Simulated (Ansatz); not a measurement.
SbH2Cl (SMILES [Cl][SbH2]): methods side by side

SbH2Cl: 4 atoms, total charge 0, spin state singlet. As SMILES, `[Cl][SbH2]`. The shape is that of a PBE0-D4/def2-TZVP optimisation.

```xyz
4

Cl   -1.7845    0.2887   -0.6315
Sb    0.5021   -0.2753   -0.5776
H     0.3797   -1.1837    0.8689
H     0.9583    1.1100    0.3199
```

Quantity: the energy change with the Sb2–H3 bond stretched from 1.712 to 3.425 Å, in eV. The values are calculated.

```tsv
level	kind	program	value (eV)	less FCI/STO-3G	CPU time (all runs)
revPBE/STO-3G (restricted)	GGA	Ansatz	4.78	+1.24	3.3 s
B3LYP/STO-3G (restricted)	global hybrid	Ansatz	5.39	+1.85	3.5 s
wB97M-V/STO-3G (restricted)	range-separated hybrid	Ansatz	6.23	+2.69	38 s
B2PLYP/STO-3G (restricted)	double hybrid	Ansatz	5.20	+1.66	6.1 s
BCCD(T)/STO-3G (restricted)	coupled cluster or CI	Ansatz	3.52	-0.02	0.96 s
CCSD(T)/STO-3G (restricted)	coupled cluster or CI	Ansatz	3.52	-0.02	1.8 s
CCSDT(Q)/STO-3G (restricted)	coupled cluster or CI	Ansatz	3.54	0.00	1.3 s
FCI/STO-3G	exact in the basis	Ansatz	3.54	0.00	2.3 s
```

FCI/STO-3G is exact within its basis and frozen core, so for wave-function methods in that basis the difference is their error; functionals converge differently with the basis, so for them it is only a difference. All-electron rows without a relativistic Hamiltonian named are non-relativistic. The first shape isn't each level's own minimum. The values span 3.52 to 6.23 eV. All rows use very small basis sets, so even the best lies far from the true value. In the correlated wave-function rows the outer d shell of Sb is correlated, in sets not made for it. Times are those of the runs behind each value, whatever else they computed, on shared processors of several kinds: orders of magnitude only.

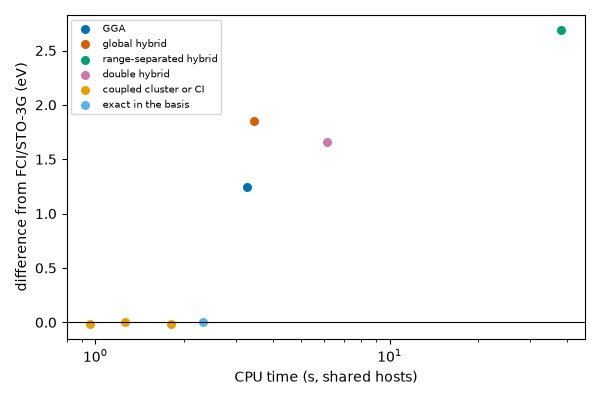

Difference from FCI/STO-3G against processor time, one point a level.
